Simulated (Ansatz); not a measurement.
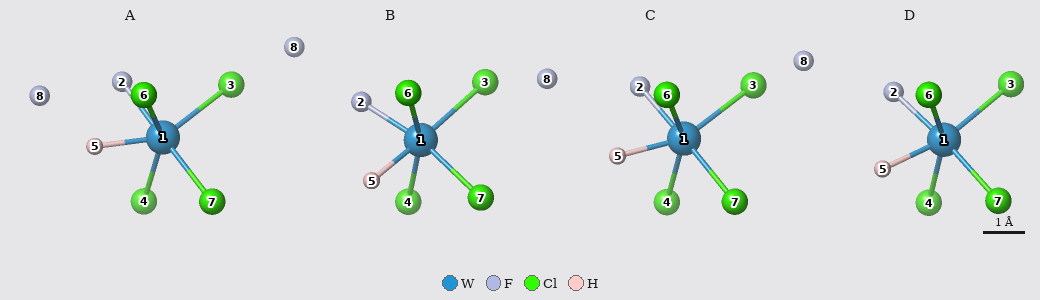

4 geometries from one relaxation of WHCl4F2 (multiplicity 2), in shuffled order. A ball-and-stick model, seen from a free direction.

The run prepares an end point of a later path (reaction) calculation, from a guessed geometry.

The calculation used UKS PBE/def2-SVP (Ansatz 0.2.0). (collinear spin; force threshold 0.03 eV/Å; at most 50 steps)

> Put them in the order of the run, from the start to the converged end.

B, D, C, A. They are steps 0, 6, 9, 14, at +24.6 kJ/mol, +20.0 kJ/mol, +10.6 kJ/mol relative to the last. The largest move after the best rigid fit is that of F8, 1.48 Å. By element the largest moves are F 1.48 Å, H 1.12 Å, Cl 0.24 Å, W 0.09 Å. Among the contacts that change: W1–F8 4.194 → 3.278 Å, W1–F2 1.861 → 1.966 Å, W1–Cl3 2.362 → 2.321 Å, W1–H5 1.727 → 1.696 Å. Among the angles between lasting bonds that change: Cl3–W1–H5 177.6° → 145.4°, H5–W1–Cl7 84.5° → 112.6°, F2–W1–Cl3 93.5° → 76.8°. The energy falls by 24.6 kJ/mol in 14 geometry steps. Largest force component: 0.38 eV/Å at the start, 0.021 eV/Å at the end. The run took 3.6 min on 4 threads of Arm Neoverse V1 (shared host), peak memory 0.45 GiB.

Limits of the set-up: the start holds two separate molecules, 2.3 Å apart at their closest, whose relative position is a soft coordinate and is computed without a dispersion correction.
